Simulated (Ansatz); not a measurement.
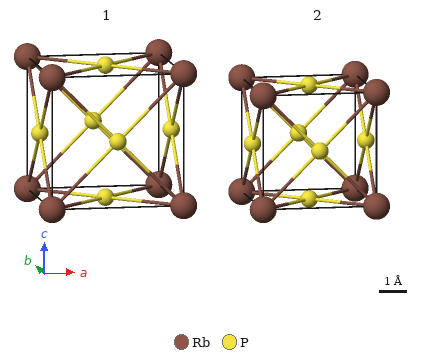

Two geometries of a crystal of RbP3 (a generated structure, set up in Pm-3m) (coarse preliminary run), drawn at one scale. One is the start of a relaxation, the other its converged end. A ball-and-stick model of the cell of the calculation, seen slightly off an axis.

Method: DFT PBE, scalar-relativistic, plane waves, PAW (Ansatz). Set-up: plane-wave cutoff 420 eV; k-point mesh 4 × 4 × 4; occupations gaussian; smearing width 0.1 eV; no spin polarisation; cell and atoms relaxed; force threshold 0.04 eV/Å; at most 70 steps.

**Which one is relaxed?**

Structure 2 is the relaxed one. The energy falls by 1.788 eV per cell of the calculation in 4 accepted moves (5 points after the start). All forces vanish by symmetry, so only the cell relaxes. The pressure goes from −7.87 to −0.34 GPa. At 1 point the geometry stayed and the basis and grid were re-selected for the new cell (energy shift of 1.0 meV per cell of the calculation at most each time). The atoms keep their places relative to the cell (all moves are under 0.005 Å). The volume changes by −35.9 %, with a = b = c 5.076 → 4.377 Å (−13.8 %). Near-neighbour distances that change, for instance: P–Rb 3.590 → 3.095 Å. The space group stays Pm-3m (No. 221). The run took 11 s on 1 thread of Arm Neoverse V1, with other jobs on the host, peak memory 0.34 GiB.
